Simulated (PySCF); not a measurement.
## Run report: SiP₂H₆, excited-state calculation

SiP₂H₆, SMILES P[SiH2]P, computed with TDDFT CAM-B3LYP/def2-SVPD, vertical, IEF-PCM cyclohexane (non-equilibrium linear response), core orbitals frozen in the response (PySCF 2.14.0).

The geometry comes from this level: PBE0-D3(BJ)/def2-SVP. It belongs to a series of runs on one base structure; here: solvent cyclohexane.

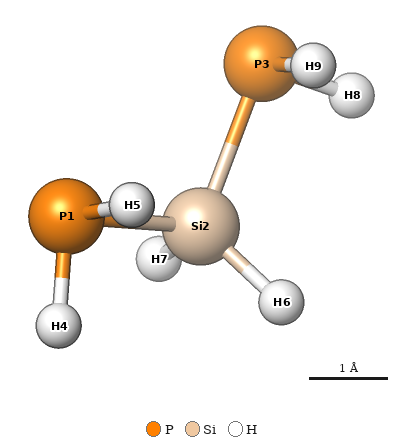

Figure 1. The input geometry (ball-and-stick view, seen at a tilt; atoms are numbered from 1 in the order of the input).

## Input file
```
{"job": {"kind": "uv", "xc": "CAM-B3LYP", "basis": "def2-SVPD", "solvent": "cyclohexane", "nstates": 6, "ntriplets": 0}, "charge": 0, "multiplicity": 1}
P     -1.735640     0.453448    -0.764997
Si     0.096372    -0.532648     0.132924
P      1.888058     0.525872    -0.764588
H     -2.641301    -0.183804     0.138098
H     -1.612128     1.621873     0.049850
H      0.095992    -0.533298     1.629558
H      0.125511    -1.949072    -0.342626
H      2.821800    -0.099140     0.119468
H      1.736387     1.675851     0.071803
```

The first line tells a small driver script what to run in PySCF; the rest is the geometry in Å.

Launched with:
```bash
OMP_NUM_THREADS=1 python <driver script> task.json out
```

## What the program printed
```
coarse grid: 8592 points
cycle   1  E = -975.3902275765  dE = -2.073e-01  |g| = 1.628e-01  |ddm| = 2.952e+00
cycle   2  E = -975.3997100935  dE = -9.483e-03  |g| = 9.233e-02  |ddm| = 4.597e-01
cycle   3  E = -975.4027914813  dE = -3.081e-03  |g| = 1.836e-02  |ddm| = 2.026e-01
cycle   4  E = -975.4029580319  dE = -1.666e-04  |g| = 3.734e-03  |ddm| = 4.959e-02
cycle   5  E = -975.4029655096  dE = -7.478e-06  |g| = 8.903e-04  |ddm| = 1.052e-02
final grid: 68016 points
cycle   6  E = -975.5148177379  dE = -2.651e-06  |g| = 5.327e-04  |ddm| = 1.798e-02
cycle   7  E = -975.5148178241  dE = -8.622e-08  |g| = 2.797e-04  |ddm| = 2.086e-03
cycle   8  E = -975.5148178538  dE = -2.970e-08  |g| = 5.566e-05  |ddm| = 5.328e-04
cycle   9  E = -975.5148178554  dE = -1.564e-09  |g| = 1.450e-05  |ddm| = 1.808e-04
cycle  10  E = -975.5148178555  dE = -1.125e-10  |g| = 2.658e-06  |ddm| = 3.090e-05
```

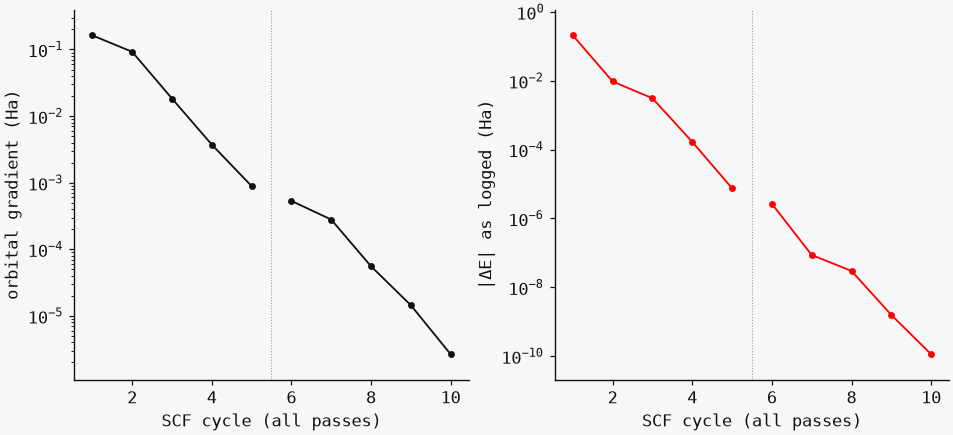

Figure 2. Convergence of the self-consistent field: orbital gradient and size of the energy change against the SCF cycle. The dotted line marks the change from a coarse to the final integration grid. The first 5 cycles use a coarse grid, the final grid takes over at cycle 6, and the field converges after 10 cycles in all.

```
converged SCF energy = -975.5148178555

Static polarisability (au): isotropic 98.789, principal 82.410 94.531 119.426

Singlet excitations
state   eV       nm        f      main configurations
  1   6.4316    192.8   0.00361   H-1->L+2 0.74
  2   6.5342    189.7   0.00387   H->L 0.51, H->L+2 0.37
  3   6.5729    188.6   0.04411   H->L 0.36, H->L+2 0.35, H-1->L+1 0.13
  4   6.5834    188.3   0.01345   H-1->L 0.71, H->L+1 0.17
  5   6.8053    182.2   0.48100   H->L+1 0.46, H-1->L+3 0.20, H-1->L 0.14
  6   6.9300    178.9   0.28743   H->L+3 0.51, H-1->L+1 0.32
```

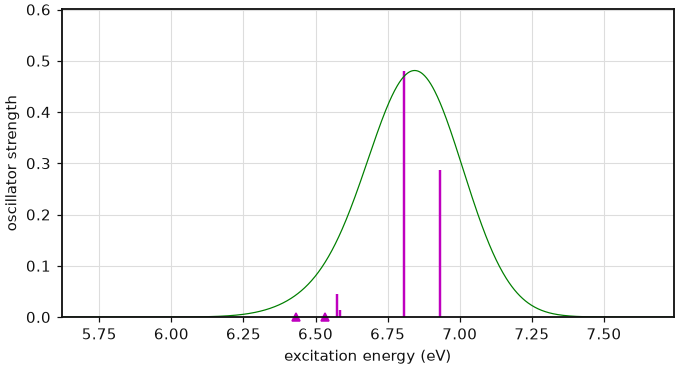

Figure 3. Computed excitations as sticks (degenerate states added up, dark ones marked on the axis), with a Gaussian envelope of 0.35 eV full width at half maximum, scaled to the tallest. Of the 6 states the lowest lies at 6.43 eV (f = 0.004); the strongest line is at 6.81 eV, or 182 nm (f = 0.481).

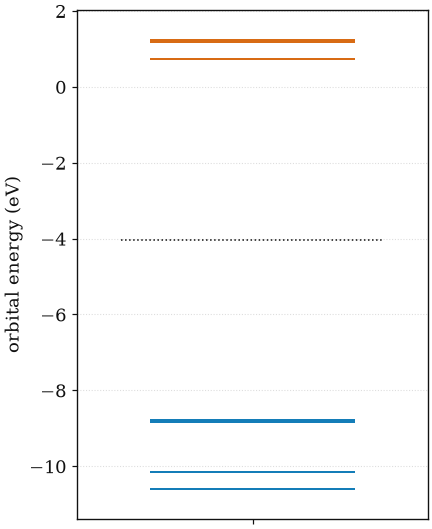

Figure 4. Orbital energies near the frontier; the dotted line parts filled from empty levels, and levels within 0.02 eV of each other stand side by side. Highest filled −8.79 eV, lowest empty 0.74 eV, 9.53 eV apart.

## Results in brief

```csv
quantity,value
outcome,converged
total energy,−975.514818 hartree
HOMO,−8.79 eV
LUMO,0.74 eV
dipole moment,1.52 D
mean polarisability,98.79 a.u.
lowest excitation,6.43 eV
hardware,"1 CPU thread, shared host"
wall time,6 s
peak memory,0.57 GiB
```
